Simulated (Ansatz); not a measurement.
# What NaCdCl3 (model cell, started as cubic perovskite with Cd in the octahedra) distorts into, part 2 of 3

Which phase does NaCdCl3 (model cell, started as cubic perovskite with Cd in the octahedra) fall into along its unstable mode, and how much energy does it gain?

Ansatz 0.2.0; DFT r2SCAN, scalar-relativistic, plane waves, PAW; PAW set soft_1.

So far, highest frequency on the path or at a solved wavevector (cm⁻¹): step 2 (phonons on a q mesh) 318. Also lowest frequency on the path (cm⁻¹): step 2 -92.8.

The structure was built from a prototype and need not be the compound's stable phase.

## (6) Relaxing from the distorted cell

Starting from the lowest point found, all atoms and the cell are let go, so that strain and other modes of the same symmetry can join in.

input.yaml

```yaml
crystal:
  lattice:
    - [5.169590516, 0.0, 0.0]
    - [0.0, 5.169590516, 0.0]
    - [0.0, 0.0, 5.169590516]
  atoms:
    - { symbol: Na, position: [-0.0670092071, 0.0670092071, 0.0670092071] }
    - { symbol: Cd, position: [0.4992900954, 0.5007099046, 0.5007099046] }
    - { symbol: Cl, position: [0.5205036966, 0.4794963034, -0.0047000659] }
    - { symbol: Cl, position: [0.5205036966, -0.0047000659, 0.4794963034] }
    - { symbol: Cl, position: [0.0047000659, 0.4794963034, 0.4794963034] }
kpoints:
  mp_grid: { grid: [6, 6, 6] }
hamiltonian:
  xc: r2scan
  pseudopotentials: { kind: paw, azcp: { folder: soft_1 } }
scf:
  occupations: { method: fixed }
output:
  forces: true
  stress: true
  eigenvalues: true
relax:
  adjacent_minimum: "off"
  f_tol: 0.002
  max_steps: 120
  cell: { stress_tol: 0.03 }
```

Command:

```console
$ ansatz run input.yaml --threads 4 --pin off --max-ram 16384MiB --backend cpu --events-out ev --progress --plain --runs-dir out
```

Numbers of over 12 decimals in the logs are rounded to 6 here.

The log of the run:

```text
[...]
Crystal: 5 atoms, lattice volume = 138.156 Å³
Basis set: ecut = 500 eV, 3431 PW (Γ), exchange–correlation on 160×160×160 points (64 copies of the dense FFT grid, shifted against one another)
Bands: 30, of which v1, the nominal top of the filled ones, is band 25 counted from 1 (24 counted from 0)
Symmetry: 6 space group operations
[...]
k-points: 32 of 216 (time reversal used)
[...]
SCF iter   1: F=—  HF=-13017.074558 eV  |F-HF|=—  |Δ(HF+E_count)|=         —  Δρ=6.71e-2  dr2=5.47e0  dr2_τ=1.34e-2  ethr=3.10e-3  ⟨swp⟩=5.0  Hψ=3522  notcnv=0  defer=89
[...]
SCF iter   9: F=-13015.028120 eV  HF=-13015.028120 eV  |F-HF|=6.13e-9  |Δ(HF+E_count)|=   7.35e-8  Δρ=1.82e-6  dr2=5.36e-9  dr2_τ=7.25e-10  ethr=2.00e-10  ⟨swp⟩=6.0  Hψ=4144  notcnv=0
SCF 1 converged in 9 iterations: F = -13015.028120 eV  dr2 = 5.36e-9
[...]
relax step   1: F+E_penalty+E_count = -13015.02811973 eV  Δ(F+E_penalty+E_count) = +0.000e0 eV  max|allowed force component| = 1.422e-1 eV/Å  Δτ_max = 0.0000 Å  P = +0.302 GPa  Ω = 138.156 Å³  (9 SCF iters, dr2 threshold 1.00e-7 eV, accepted)
Crystal: 5 atoms, lattice volume = 140.630 Å³
Basis set: ecut = 500 eV, 3575 PW (Γ), exchange–correlation on 160×160×160 points (64 copies of the dense FFT grid, shifted against one another)
[...]
iter 1 solved again at ethr=7.71e-5 eV; its pass at ethr=3.10e-3 eV (dr2=3.85e-2 eV) is discarded
[...]
SCF iter   7: F=-13015.054859 eV  HF=-13015.054859 eV  |F-HF|=1.09e-7  |Δ(HF+E_count)|=   1.67e-7  Δρ=5.60e-6  dr2=4.80e-8  dr2_τ=3.74e-9  ethr=1.00e-9  ⟨swp⟩=13.0  Hψ=5715  notcnv=0
SCF 2 converged in 7 iterations: F = -13015.054859 eV  dr2 = 4.80e-8
relax step   2: F+E_penalty+E_count = -13015.05485866 eV  Δ(F+E_penalty+E_count) = -2.674e-2 eV  max|allowed force component| = 1.332e-1 eV/Å  Δτ_max = 0.0891 Å  P = -0.185 GPa  Ω = 140.630 Å³  energy of the carried Pulay correction = -3.754e-4 eV  (7 SCF iters, dr2 threshold 5.00e-7 eV, accepted)
Crystal: 5 atoms, lattice volume = 140.751 Å³
Basis set: ecut = 500 eV, 3581 PW (Γ), exchange–correlation on 160×160×160 points (64 copies of the dense FFT grid, shifted against one another)
[...]
SCF iter   6: F=-13015.088570 eV  HF=-13015.088570 eV  |F-HF|=4.43e-8  |Δ(HF+E_count)|=   7.38e-8  Δρ=2.33e-5  dr2=4.86e-7  dr2_τ=8.01e-8  ethr=1.00e-9  ⟨swp⟩=14.5  Hψ=6258  notcnv=0
SCF 3 converged in 6 iterations: F = -13015.088570 eV  dr2 = 4.86e-7
relax step   3: F+E_penalty+E_count = -13015.08856963 eV  Δ(F+E_penalty+E_count) = -3.371e-2 eV  max|allowed force component| = 1.369e-1 eV/Å  Δτ_max = 0.1915 Å  P = +0.309 GPa  Ω = 140.751 Å³  energy of the carried Pulay correction = -3.936e-4 eV  (6 SCF iters, dr2 threshold 5.00e-7 eV, accepted)
[...]
relax step   4: F+E_penalty+E_count = -13015.09292433 eV  Δ(F+E_penalty+E_count) = -4.355e-3 eV  max|allowed force component| = 3.321e-2 eV/Å  Δτ_max = 0.0390 Å  P = +0.061 GPa  Ω = 142.102 Å³  energy of the carried Pulay correction = -5.955e-4 eV  (6 SCF iters, dr2 threshold 5.00e-7 eV, accepted)
[...]
relax step   5: F+E_penalty+E_count = -13015.09366712 eV  Δ(F+E_penalty+E_count) = -7.428e-4 eV  max|allowed force component| = 1.422e-2 eV/Å  Δτ_max = 0.0168 Å  P = +0.012 GPa  Ω = 142.114 Å³  energy of the carried Pulay correction = -5.973e-4 eV  (6 SCF iters, dr2 threshold 6.89e-8 eV, accepted)
[...]
relax step   6: F+E_penalty+E_count = -13015.09379417 eV  Δ(F+E_penalty+E_count) = -1.271e-4 eV  max|allowed force component| = 3.967e-3 eV/Å  Δτ_max = 0.0071 Å  P = -0.005 GPa  Ω = 142.240 Å³  energy of the carried Pulay correction = -6.160e-4 eV  (6 SCF iters, dr2 threshold 1.26e-8 eV, accepted)
[...]
relax step   7: F+E_penalty+E_count = -13015.09380512 eV  Δ(F+E_penalty+E_count) = -1.095e-5 eV  max|allowed force component| = 2.948e-4 eV/Å  Δτ_max = 0.0019 Å  P = +0.003 GPa  Ω = 142.224 Å³  energy of the carried Pulay correction = -6.136e-4 eV  (6 SCF iters, dr2 threshold 9.84e-10 eV, accepted)
[...]
SCF iter   8: F=-13015.094477 eV  HF=-13015.094477 eV  |F-HF|=7.28e-12  |Δ(HF+E_count)|=  1.27e-10  Δρ=2.35e-8  dr2=1.79e-12  dr2_τ=4.62e-14  ethr=1.00e-12  ⟨swp⟩=16.8  Hψ=6992  notcnv=0
SCF 8 converged in 8 iterations: F = -13015.094477 eV  dr2 = 1.79e-12
relax step   8: F+E_penalty+E_count = -13015.09447706 eV  Δ(F+E_penalty+E_count) = -6.719e-4 eV  max|allowed force component| = 2.891e-4 eV/Å  Δτ_max = 0.0000 Å  P = +0.005 GPa  Ω = 142.224 Å³  stress off target by 7.07e-3 GPa  SCF on the basis re-selected at this cell (its energy is not comparable with the rows above)  (8 SCF iters)
basis re-selected at this cell: Δ(F+E_penalty+E_count) = -6.719e-4 eV, ΔP = +0.003 GPa vs the last step (what re-selecting the basis moved, of the pressure what is left beyond the Pulay correction that the steps carried, after the strain that the cell walked since its last selection, with what the two solves' SCF thresholds leave and, on support functions, any second-order correction that the steps lacked; it is no m [...]
SCF converged after 8 iterations
Free energy (F): -13015.094477 eV
[...]
Internal energy: -13015.094477 eV  (E = F + TS)
E sigma→0 (E₀):  -13015.094477 eV
Fermi energy:    1.358083 eV
[...]
--- Forces (eV/Å), atoms counted from 1 ---
  atom   1  Na     0.00006049    -0.00006049    -0.00006049
  atom   2  Cd     0.00026943    -0.00026943    -0.00026943
  atom   3  Cl    -0.00002146     0.00002146     0.00028957
  atom   4  Cl    -0.00002146     0.00028957     0.00002146
  atom   5  Cl    -0.00028957     0.00002146     0.00002146
  max |Σ_I F_I| component: 2.58e-6 eV/Å
--- Stress (GPa, compression-positive) ---
        0.005475      -0.000795      -0.000795
       -0.000795       0.005475       0.000795
       -0.000795       0.000795       0.005475
  P = ⅓ Tr σ = 0.0055 GPa (0.055 kbar)
--- Band table (eV; the first three rows and the last of 32) ---
  k-point 0: bands = [... 21 lower, 0.5636, 0.6974, 0.7545, 0.7545, 3.9570, 6.5471, 10.1292, 10.1292, ... 1 higher]
  k-point 1: bands = [... 21 lower, 0.4984, 0.6438, 0.6609, 0.7416, 4.4711, 6.8014, 10.0023, 10.4119, ... 1 higher]
  k-point 2: bands = [... 21 lower, 0.3773, 0.5763, 0.5890, 0.7287, 5.6399, 7.4666, 9.4536, 11.0004, ... 1 higher]
  k-point 31: bands = [... 21 lower, 1.0923, 1.2352, 1.3581, 1.3581, 7.5592, 8.4664, 8.6335, 8.6335, ... 1 higher]
--- Relaxed structure (7 steps of the walk, 7 accepted, 1 SCFs on fresh bases) ---
  F+E_penalty+E_count = -13015.09447706 eV   max|allowed force component| = 2.891e-4 eV/Å   (the final SCF, on the basis selected at the relaxed cell)
  cell:  # Å, volume = 142.2241 Å³
    - [5.220499, -0.058597, -0.058597]
    - [-0.058597, 5.220499, 0.058597]
    - [-0.058597, 0.058597, 5.220499]
  atoms:
    - { symbol: Na, position: [-0.100835, 0.100835, 0.100835] }
    - { symbol: Cd, position: [0.505170, 0.494830, 0.494830] }
    - { symbol: Cl, position: [0.530316, 0.469684, -0.013021] }
    - { symbol: Cl, position: [0.530316, -0.013021, 0.469684] }
    - { symbol: Cl, position: [0.013021, 0.469684, 0.469684] }
```

The job ended after 57 s (4 threads of Arm Neoverse V2, shared host; peak memory 0.71 GiB).

The steps of the relaxation:

```csv
step,energy less that of the first step (eV),largest force component (eV/Å),pressure (GPa),volume (Å³)
1,0.0000,0.1422,0.30,138.16
2,-0.0267,0.1332,-0.19,140.63
3,-0.0604,0.1369,0.31,140.75
4,-0.0648,0.0332,0.06,142.10
5,-0.0655,0.0142,0.01,142.11
6,-0.0657,0.0040,0.00,142.24
7,-0.0657,0.0003,0.00,142.22
8*,-0.0664,0.0003,0.01,142.22
```

Relaxation steps marked * repeat the geometry before them on a plane-wave basis chosen anew for their cell, so energy and pressure can jump there.

The run keeps the 6 symmetry operations that it works with, so distortions that break them were not tested.

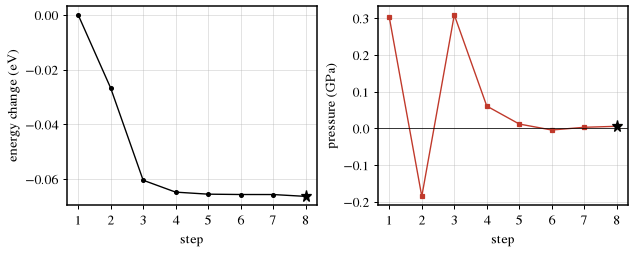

Energy and pressure along the relaxation. Stars mark steps on a basis chosen anew.

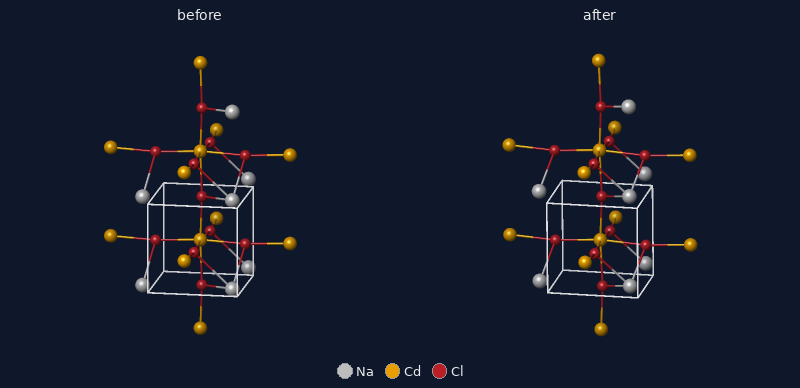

Before and after, at one scale.

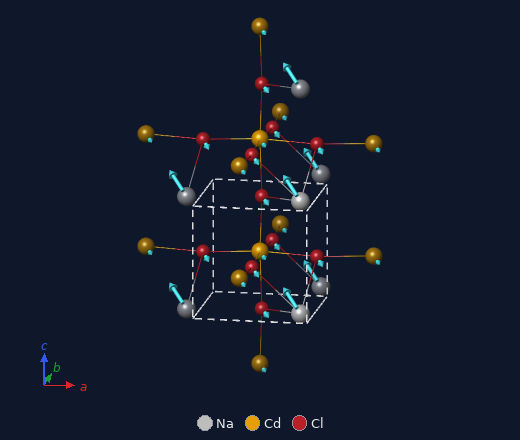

Displacements in the relaxation, exaggerated, measured against the changing cell; the longest in the cell stands for 0.31 Å. 1×1×2 cells are drawn. Some periodic images of atoms are drawn too.

```csv
"conventional cell, symmetrised",before,after,change
a (Å),7.311,7.300,-0.1 %
b (Å),7.311,7.300,-0.1 %
c (Å),8.954,9.245,+3.3 %
volume (Å³/atom),27.63,28.44,+2.9 %
```

The atoms that moved most (Å, as changes of fractional coordinates times the final cell):

```csv
atom,dx,dy,dz,length
Na1,-0.181,0.181,0.181,0.313
Cl5,0.045,-0.052,-0.052,0.086
Cl3,0.052,-0.052,-0.045,0.086
Cl4,0.052,-0.045,-0.052,0.086
Cd2,0.031,-0.031,-0.031,0.054
```

The relaxed structure:

```xyz
5
Lattice="5.2205 -0.0586 -0.0586 -0.0586 5.2205 0.0586 -0.0586 0.0586 5.2205" Properties=species:S:1:pos:R:3 pbc="T T T"
Na   -0.5382    0.5382    0.5382
Cd    2.5792    2.5827    2.5827
Cl    2.7418    2.4201   -0.0715
Cl    2.7418   -0.0715    2.4201
Cl    0.0129    2.4787    2.4787
```

This step gave:

- pressure: 0.005475 GPa
- gap on the k-mesh: 2.599 eV
- volume per atom: 28.44 Å³

The distorted start has space group R3m; the relaxation ends in R3m.

## (7) The new phase in its own primitive cell

The relaxed structure is symmetrised, reduced to its primitive cell and relaxed tightly, as its phonons need.

input.yaml, the sections that differ from step 6:

```yaml
crystal:
  lattice:
    - [3.6500159529, 2.1073376929, 3.0817184366]
    - [-3.6500159529, 2.1073376929, 3.0817184366]
    - [0.0, -4.2146753859, 3.0817184366]
  atoms:
    - { symbol: Na, position: [0.8991651427, 0.8991651427, 0.8991651427] }
    - { symbol: Cd, position: [0.5051699682, 0.5051699682, 0.5051699682] }
    - { symbol: Cl, position: [0.5303163583, 0.01302052, 0.5303163583] }
    - { symbol: Cl, position: [0.01302052, 0.5303163583, 0.5303163583] }
    - { symbol: Cl, position: [0.5303163583, 0.5303163583, 0.01302052] }
relax:
  adjacent_minimum: "off"
  f_tol: 0.001
  max_steps: 60
  cell: { stress_tol: 0.01 }
# kpoints, hamiltonian, scf, output: as in step 6
```

The log of the run:

```text
[...]
Crystal: 5 atoms, lattice volume = 142.224 Å³
Basis set: ecut = 500 eV, 3623 PW (Γ), exchange–correlation on 160×160×160 points (64 copies of the dense FFT grid, shifted against one another)
Bands: 30, of which v1, the nominal top of the filled ones, is band 25 counted from 1 (24 counted from 0)
Symmetry: 6 space group operations
[...]
cell:  # Å, volume = 142.2241 Å³
    - [3.650016, 2.107338, 3.081718]
    - [-3.650016, 2.107338, 3.081718]
    - [0.0, -4.214675, 3.081718]
  atoms:
    - { symbol: Na, position: [0.899165, 0.899165, 0.899165] }
    - { symbol: Cd, position: [0.505170, 0.505170, 0.505170] }
    - { symbol: Cl, position: [0.530316, 0.013021, 0.530316] }
    - { symbol: Cl, position: [0.013021, 0.530316, 0.530316] }
    - { symbol: Cl, position: [0.530316, 0.530316, 0.013021] }
[key lines of the parts left out:]
SCF converged after 6 iterations
Free energy (F): -13015.094477 eV
Fermi energy:    1.358081 eV
P = ⅓ Tr σ = 0.0055 GPa (0.055 kbar)
```

Elapsed: 16 s, on 4 threads; peak memory 0.69 GiB; 63 s of CPU time.

Little changed from the start: no atom moved by 0.005 Å and no cell edge by 0.1 %.

This step gave:

```
direct gap on mesh : 3.203 eV
```

The largest force component left is 0.47 meV/Å and the pressure is 0.005 GPa, within the tolerances set. The cell now holds 28.44 Å³/atom.

(Continued in part 3 of 3.)

[Logs are printed without paths, hosts, clocks, repeated set-up lines and the standing remarks that a program may print on its own settings, such as how far it seeks lower states.]

[Hosts, paths, dates, database ids (printed as entryN), source tags and the programs' standing remarks are cut or masked in the printed files.]
